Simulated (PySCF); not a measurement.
# Sc(NH2)3 (H6N3Sc): electronic structure

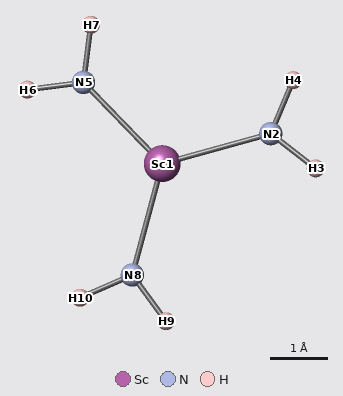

The molecule, with its atoms numbered as below. No frequency check shows the geometry to be a minimum.

Geometry (Å), atoms numbered from 1:

```
Sc1     -0.0004   -0.0004    0.0000
N2      -1.9585   -0.5237    0.0000
H3      -2.7731    0.0901    0.0000
H4      -2.3566   -1.4645    0.0000
N5       1.4341   -1.4328    0.0000
H6       2.4464   -1.3087    0.0000
H7       1.3083   -2.4466    0.0000
N8       0.5257    1.9578    0.0000
H9      -0.0900    2.7730    0.0000
H10      1.4645    2.3564    0.0000
```

Part 1: Bonding charge

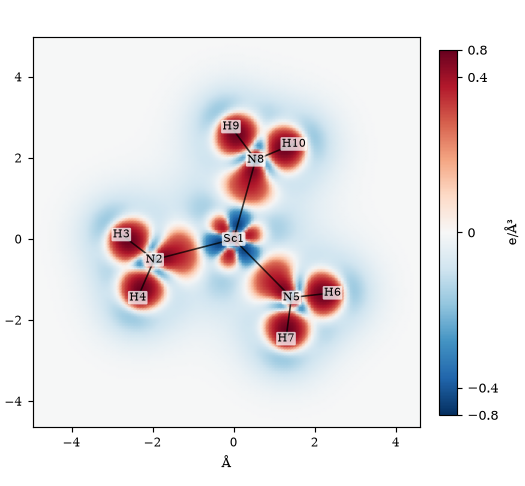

Deformation density (molecule less spherical, spin-averaged free atoms) in the molecular plane; colour scale in e/Å³, logarithmic beyond ±0.1; red: gain, blue: loss.

Level of theory: CAM-B3LYP/def2-SVP (PySCF), at a geometry from GFN2-xTB. This is a single-reference result, which may miss multireference character in this system.

**How much density has each bond in this plane gained at its critical point, relative to the free atoms?**

N2–H3, N8–H10, N5–H6, N2–H4 and 2 more like them: +0.75 e/Å³ at the bond critical point (bond length 1.02 Å, Mayer order 1.0). Sc1–N2, Sc1–N5 and Sc1–N8: +0.09 e/Å³ at the bond critical point (bond length 2.03 Å, Mayer order 1.1); up to 0.6 Å beside the axis the gain reaches +0.29 e/Å³. In all, 2.4 electrons gather in the regions of gain relative to the promolecule. A small or negative value marks a very polar bond, one between electron-rich atoms, whose free-atom densities already overlap strongly, a long bond to a heavier atom, or a closed-shell contact such as a hydrogen bond.

**Where do the Hirshfeld charges lie?**

The highest Hirshfeld charge is on Sc1 (+0.76 e), the lowest on N2, N5 and N8 (−0.43 e).

Part 2: Bond critical points

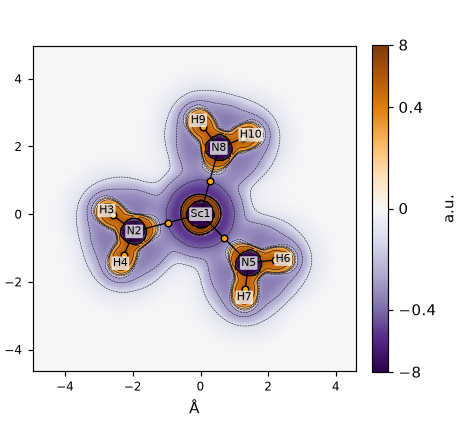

Negative Laplacian of the density (−∇²ρ) in the molecular plane (orange positive, purple negative, colour scale in a.u., logarithmic beyond ±0.04), with bond paths and bond critical points (dots).

**Sort the bonds in the plane by the sign of ∇²ρ at their critical points.**

Concentrated (∇²ρ < 0): N2–H3, N8–H10, N5–H6, N2–H4 and 2 more like them (−1.43 a.u.). Depleted (∇²ρ > 0): Sc1–N2, Sc1–N5 and Sc1–N8 (+0.41 a.u., H = −0.014).

**Where along N2–H3 does the critical point lie?**

0.77 Å from N2 and 0.25 Å from H3.

Part 3: Electrostatic potential

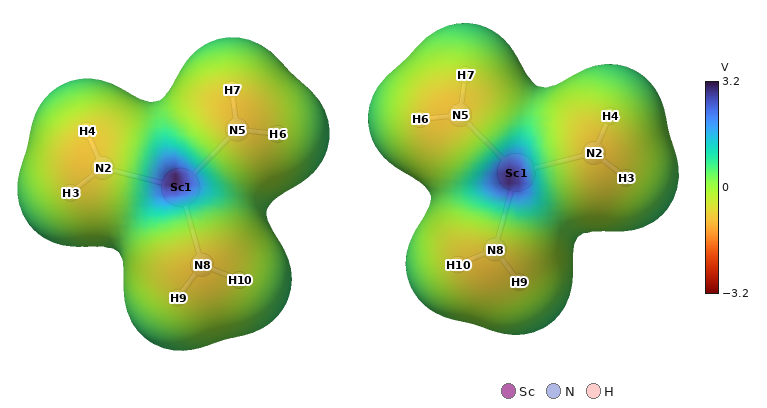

Electrostatic potential on the surface of electron density 0.001 a.u. (back view left, front view right).

**Where are the extremes of the potential on the surface?**

Highest: 3.12 V, off the molecular plane, over Sc1 (1.7 Å), and at like points elsewhere. Further maxima include 0.67 V, 1.3 Å from H4, and at like points elsewhere. Lowest: −0.94 V, off the molecular plane, over N5 (1.9 Å), and at like points elsewhere. The surface is sampled at points, so like sites can differ by a few per cent and only the strongest of them is named.

Part 4: Localised orbitals

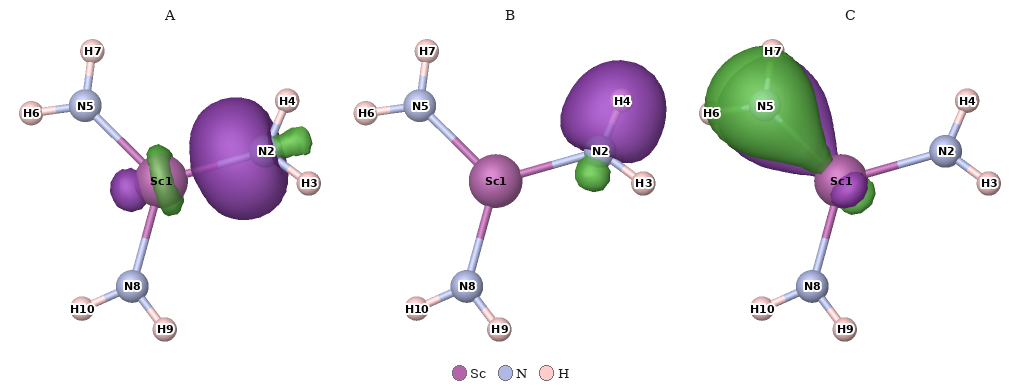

Pipek–Mezey orbitals, occupied; each surface holds about 85 % of the orbital's density. Energies are diagonal elements of the Fock matrix.

Level of theory: PBE0/def2-SVP (PySCF), at a geometry from GFN2-xTB. This is a single-reference result, which may miss multireference character in this system.

**What does each orbital represent in a Lewis picture?**

By panel:
- A: pair mostly on N2, shared in part with Sc1 (N2 83 %, Sc1 17 %; −11.9 eV)
- B: σ bond N2–H4 (N2 59 %, H4 40 %; −15.3 eV)
- C: lone pair on N5, partly donated to Sc1 (N5 88 %, Sc1 12 %; −6.3 eV)
